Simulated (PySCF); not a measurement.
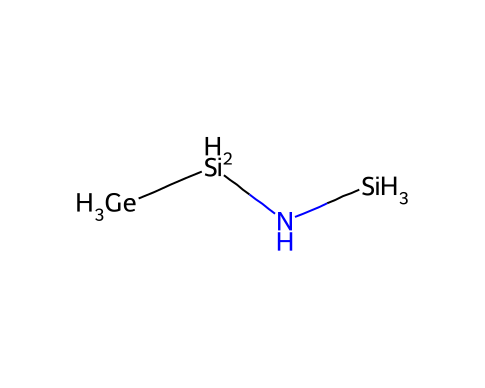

A structural formula.

**Write the SMILES.**

[SiH3]N[SiH2][GeH3]

**What is the molecular formula?**

GeH9NSi2.

**An optimisation with PBE0-D3(BJ)/def2-SVP gave a structure of which point group?**

C1. Other conformers may differ.

More results for the same structure follow; atom numbers are the same in all pictures, views and colours differ. The geometry was computed by an optimisation with PBE0-D3(BJ)/def2-SVP. No frequency run is at hand to confirm it as a minimum.

### Geometry

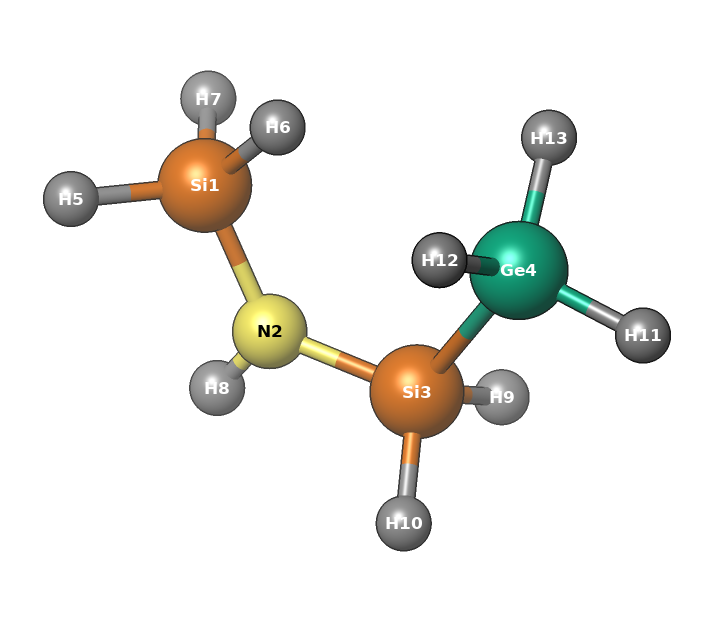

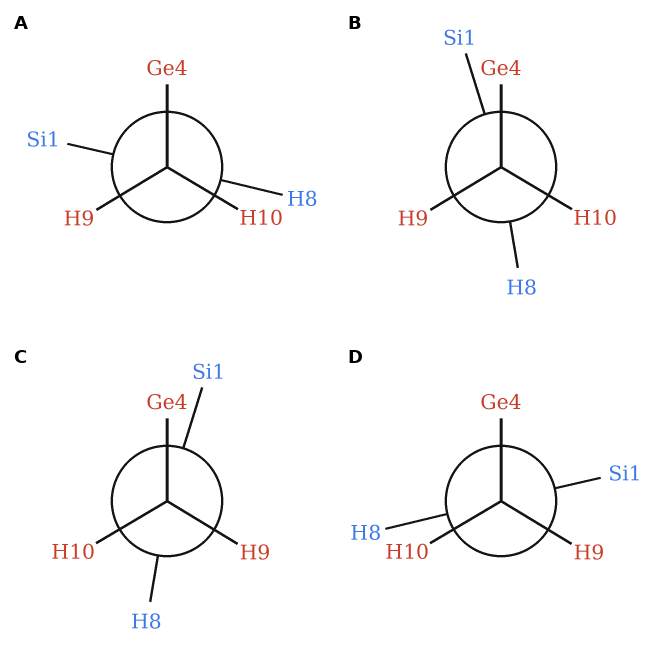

Distant atoms are faded towards the background colour. Bonds that would overlap in a projection are set slightly apart. No frequency run is at hand to confirm it as a minimum.

**Which Newman projection shows the view along Si3–N2, with Si3 in front?**

C. The torsion angle Ge4–Si3–N2–Si1 is 17°, synperiplanar.

### Excitation

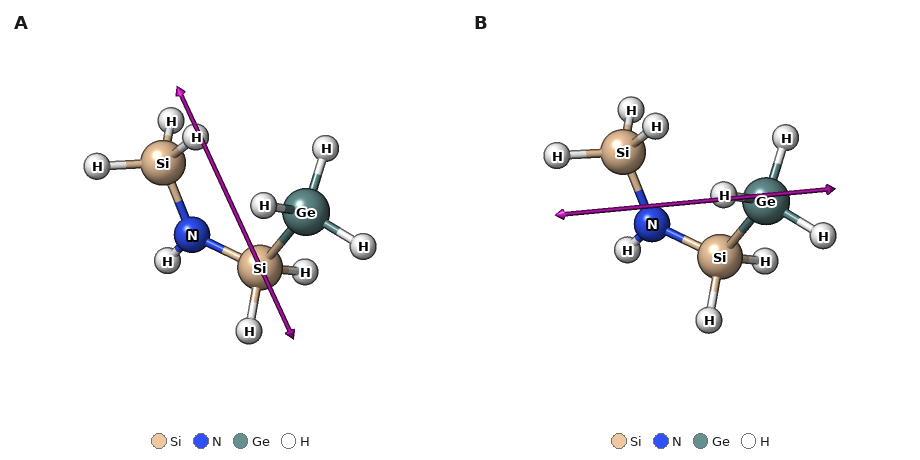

The double arrows show the directions of two transition dipoles from the ground state (lengths mean nothing). No frequency run is at hand to confirm it as a minimum. Method: TDDFT PBE0/def2-SVP, vertical, gas phase, core orbitals frozen in the response (PySCF 2.14.0).

**One belongs to singlet state 3 and one to singlet state 5. Which is which?**

A: state 3, 7.24 eV (171 nm), oscillator strength 0.025, mainly HOMO → LUMO+1 (weight 0.86).
B: state 5, 7.69 eV (161 nm), oscillator strength 0.020, of mixed character, with the largest part HOMO → LUMO+3 (weight 0.49).

### Polarisability

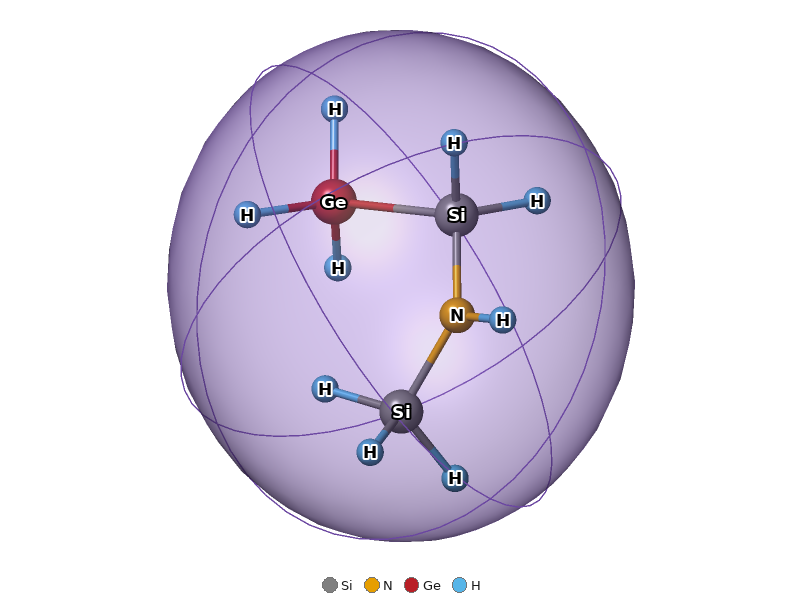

The ellipsoid shows the static dipole polarisability: its half-axes are proportional to the principal values. No frequency run is at hand to confirm it as a minimum. Method: PBE0/def2-TZVP (PySCF 2.14.0).

**How large and how anisotropic is the polarisability?**

Principal values 80.8, 94.7, 105.5 bohr³; mean 93.7 bohr³ (13.88 Å³); anisotropy 21.4 bohr³, so the longest axis is 1.30 times the shortest.

### Core levels

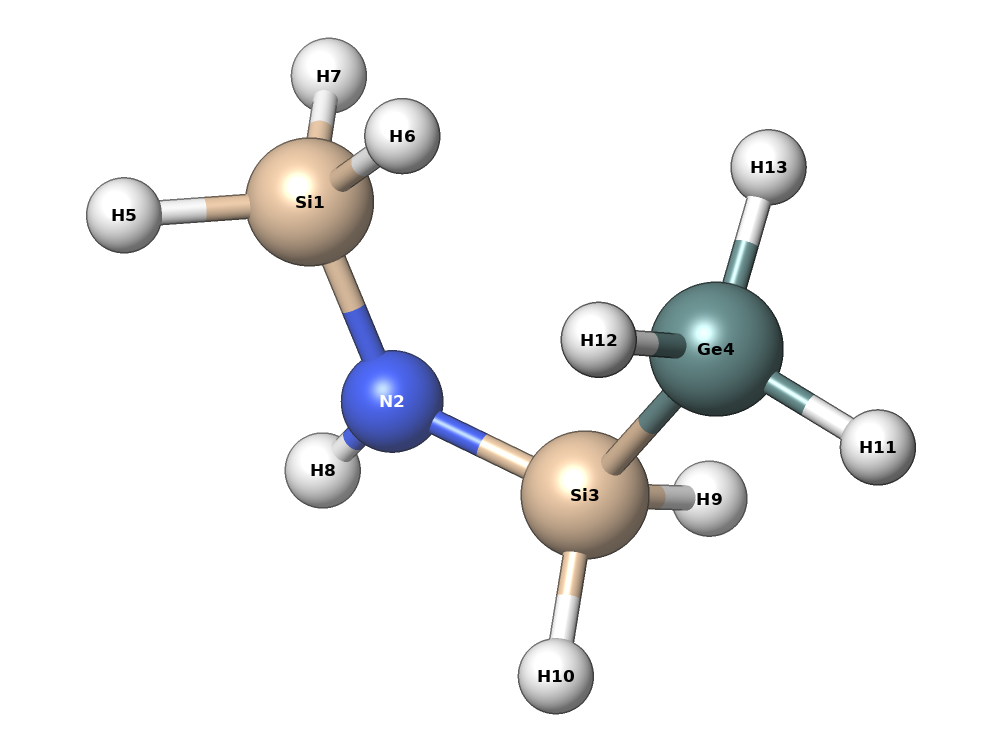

No frequency run is at hand to confirm it as a minimum. Level of theory: delta-SCF UKS SCAN, pcX-2 on the ionised atom, pcseg-1 elsewhere, spin-free X2C (PySCF 2.14.0).

Give the core-electron binding energies (to vacuum; p and d levels without spin–orbit splitting) of Si1 1s, Si1 2p, N2 1s, Si3 1s, Si3 2p.

```
atom  level  binding energy (eV)
 Si1     1s               1847.0
 Si1     2p                107.3
  N2     1s                404.3
 Si3     1s               1846.6
 Si3     2p                107.0
```
